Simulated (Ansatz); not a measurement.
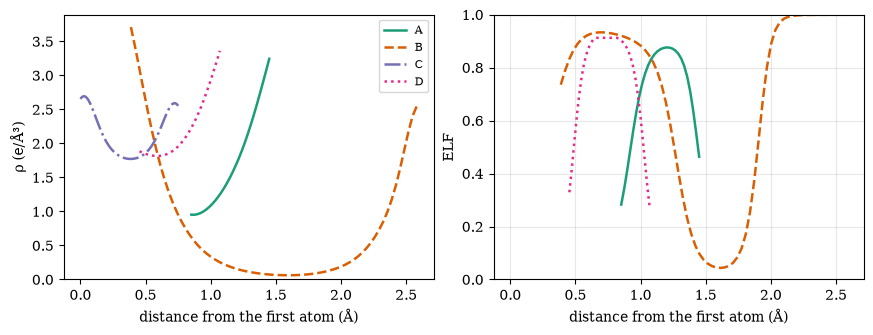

*CH7GeN···H2. Total electron density and electron localisation function along straight lines between neighbouring atoms. The curves leave out the atomic cores.*

The product side of a reaction path; geometry: PBE0-D4/def2-TZVP.

Computed with RKS PBE0-D4/def2-TZVPP (Ansatz 0.2.0).

| atom | x (Å) | y (Å) | z (Å) |
| --- | --- | --- | --- |
| Ge | -1.3839 | 0.5789 | -0.7402 |
| H | 0.1170 | -1.1327 | 2.9544 |
| H | -1.1824 | 1.3332 | -2.0777 |
| H | -1.5158 | 1.6132 | 0.3890 |
| H | -2.6278 | -0.3164 | -0.8327 |
| H | 0.0062 | -1.0560 | 2.2167 |
| N | 0.0354 | -0.5092 | -0.3067 |
| C | 1.3540 | 0.0898 | -0.2255 |
| H | 0.0475 | -1.3668 | -0.8406 |
| H | 1.3266 | 0.9412 | 0.4606 |
| H | 1.7532 | 0.4518 | -1.1844 |
| H | 2.0700 | -0.6267 | 0.1872 |

Which curve belongs to which contact (C–N, Ge–N, H–H and N–H)? The first atom named is at distance zero.

Curve A: Ge–N (1.84 Å): ρ at the midpoint is about 0.98 e/Å³; the ELF peaks at about 0.90 in the valence shell of N, 0.6 Å from its nucleus, and is about 0.50 at the midpoint. Curve B: N7···H6 (2.58 Å): the density falls to about 0.06 e/Å³ on the way; the ELF dips to about 0.05 between them (a weak contact between the two molecules). Curve C: H–H (0.75 Å): the density is about 1.8 e/Å³ at the midpoint; the ELF is about 1 at the midpoint. Curve D: C–N (1.45 Å): the density is about 1.9 e/Å³ at the midpoint; the ELF peaks at about 0.90 between the atoms (a shared electron pair).
